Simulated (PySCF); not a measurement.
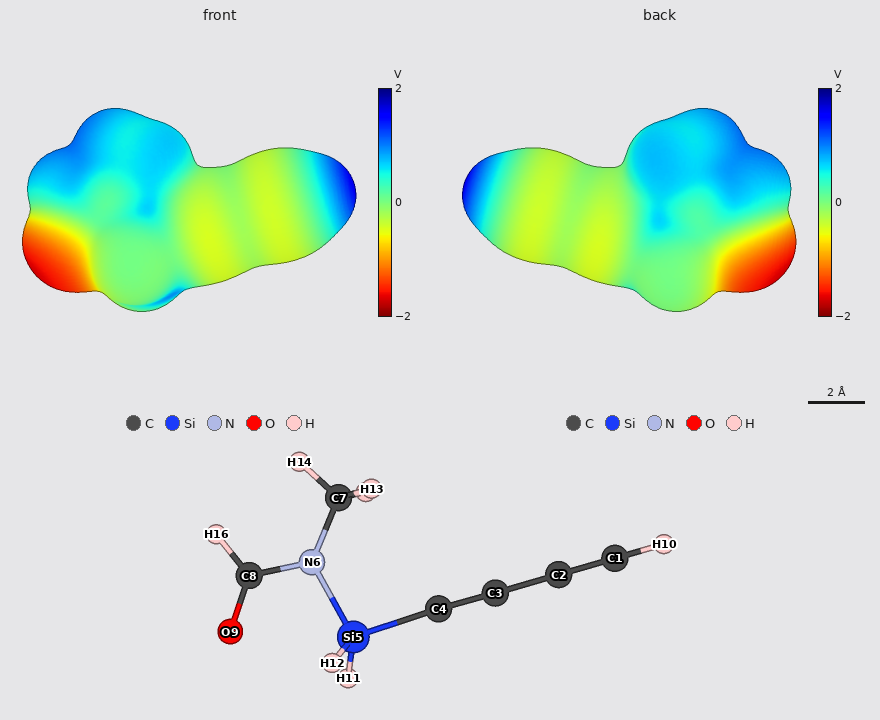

Figure. C6H7NOSi. The molecular electrostatic potential painted on the density surface at 0.001 e/bohr³, seen from the front and from behind; the colour scale runs from red (negative) to blue (positive). The bare structure is drawn below in the same view.

Geometry: GFN2-xTB.

Level of theory: PySCF, wB97X-D/def2-SVPD, SCF density, gas phase.

```yaml
atoms:
  - { symbol: C, position_ang: [4.7018, 0.0328, 0.3825] }
  - { symbol: C, position_ang: [3.5147, 0.1348, 0.5652] }
  - { symbol: C, position_ang: [2.1769, 0.2464, 0.7731] }
  - { symbol: C, position_ang: [0.9797, 0.3429, 0.9448] }
  - { symbol: Si, position_ang: [-0.8315, 0.4847, 1.2914] }
  - { symbol: N, position_ang: [-1.5199, 0.2258, -0.3296] }
  - { symbol: C, position_ang: [-0.8349, -0.0289, -1.5671] }
  - { symbol: C, position_ang: [-2.8392, 0.2918, -0.2226] }
  - { symbol: O, position_ang: [-3.3490, 0.5017, 0.8630] }
  - { symbol: H, position_ang: [5.7346, -0.0546, 0.2232] }
  - { symbol: H, position_ang: [-1.2240, -0.6163, 2.1608] }
  - { symbol: H, position_ang: [-1.1277, 1.8465, 1.7157] }
  - { symbol: H, position_ang: [-0.0202, 0.6838, -1.6924] }
  - { symbol: H, position_ang: [-1.5281, 0.0680, -2.4036] }
  - { symbol: H, position_ang: [-0.4134, -1.0365, -1.5726] }
  - { symbol: H, position_ang: [-3.4276, 0.1535, -1.1435] }
```

> Which sites attract a positive test charge, and which a negative one?

A positive charge is drawn to the negative regions and a negative charge to the positive ones. The most negative region (about −1.7 V, or −39 kcal/mol for a unit charge) lies over O9, the most positive (about +1.5 V, or +35 kcal/mol for a unit charge) over H10. O9 is the likeliest acceptor of a hydrogen bond.
